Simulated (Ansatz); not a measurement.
# BClH4OSSn: the cost of one run

All numbers are computed with Ansatz 0.2.0, driven from Python. Level of theory: r2SCAN0/def2-SVP.

## Step 1: Starting point

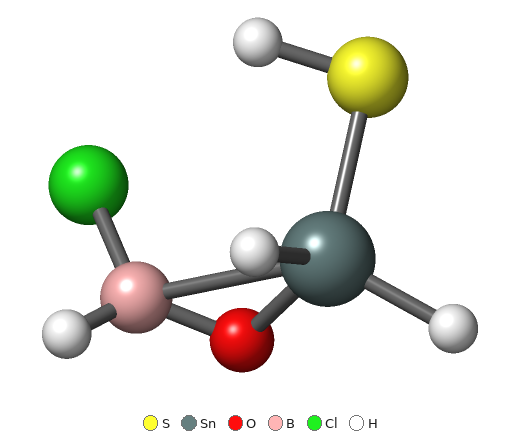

The starting structure, viewed from a chosen angle; sulfur yellow, tin teal, oxygen red, boron pink, chlorine green, hydrogen white.

No structure file is read: the coordinates are typed or built in the script.

## Step 2: The code

File torsion_bclh4ossn.py:

```python
"""Rigid torsion scan of BClH4OSSn."""

import ansatz as az
from ase import Atoms


def main() -> None:
    atoms = Atoms(["S", "Sn", "O", "B", "Cl", "H", "H", "H", "H"], positions=[
        [0.2743, 2.1822, 1.0418],
        [1.1651, 0.3211, -0.122],
        [-0.1615, -0.3609, -1.4687],
        [-1.0573, -1.0705, -0.6764],
        [-2.6844, -0.2405, -0.1761],
        [-0.7092, 1.4367, 1.704],
        [2.6613, 0.8167, -0.9391],
        [1.5893, -0.9142, 1.032],
        [-0.9891, -2.217, -0.4126],
    ])

    # relax first, so that the scan starts from a minimum
    first = (
        az.Crystal.molecule_from_ase(atoms).calculation()
        .basis(gaussian="def2-SVP")
        .functional("R2SCAN0")
        .relax(force_tolerance=0.02, max_steps=80)
    )
    atoms.positions = first.run(threads=1, pin="off").report["positions_ang"]

    start = atoms.get_dihedral(2, 1, 0, 5)
    energies = {}
    for turn in range(0, 360, 40):
        turned = atoms.copy()
        turned.set_dihedral(2, 1, 0, 5, start + turn, indices=[0, 5])
        model = (
            az.Crystal.molecule_from_ase(turned).calculation()
            .basis(gaussian="def2-SVP")
            .functional("R2SCAN0")
        )
        energies[round((start + turn) % 360)] = model.run(threads=1, pin="off").report["free_energy_ev"]
    floor = min(energies.values())
    print("dihedral O2-Sn1-S0-H5 (deg)   E - E(min) (eV)")
    for angle, e in sorted(energies.items()):
        print(f"{angle:8d} {(e - floor):14.3f}  " + "#" * int(30 * (e - floor) / max(max(energies.values()) - floor, 1e-9)))


if __name__ == "__main__":
    main()
```

## Step 3: The calls as engine input

The package turns the script's settings into the engine's input (first run):

```yaml
crystal:
  periodic: [false, false, false]
  atoms:
    - { symbol: S, position_ang: [0.2743, 2.1822, 1.0418] }
    - { symbol: Sn, position_ang: [1.1651, 0.3211, -0.122] }
    - { symbol: O, position_ang: [-0.1615, -0.3609, -1.4687] }
    - { symbol: B, position_ang: [-1.0573, -1.0705, -0.6764] }
    - { symbol: Cl, position_ang: [-2.6844, -0.2405, -0.1761] }
    - { symbol: H, position_ang: [-0.7092, 1.4367, 1.704] }
    - { symbol: H, position_ang: [2.6613, 0.8167, -0.9391] }
    - { symbol: H, position_ang: [1.5893, -0.9142, 1.032] }
    - { symbol: H, position_ang: [-0.9891, -2.217, -0.4126] }
basis:
  gaussian:
    orbitals: def2-SVP
hamiltonian:
  xc: r2scan0
relax:
  f_tol: 0.02
  max_steps: 80
```

## Step 4: Running it

Launch:

```bash
python torsion_bclh4ossn.py
```

What time and memory should one allow on 1 thread of Intel Xeon 6975P-C (Granite Rapids), shared host?

About 2.9 min, with a peak of 0.39 GiB.
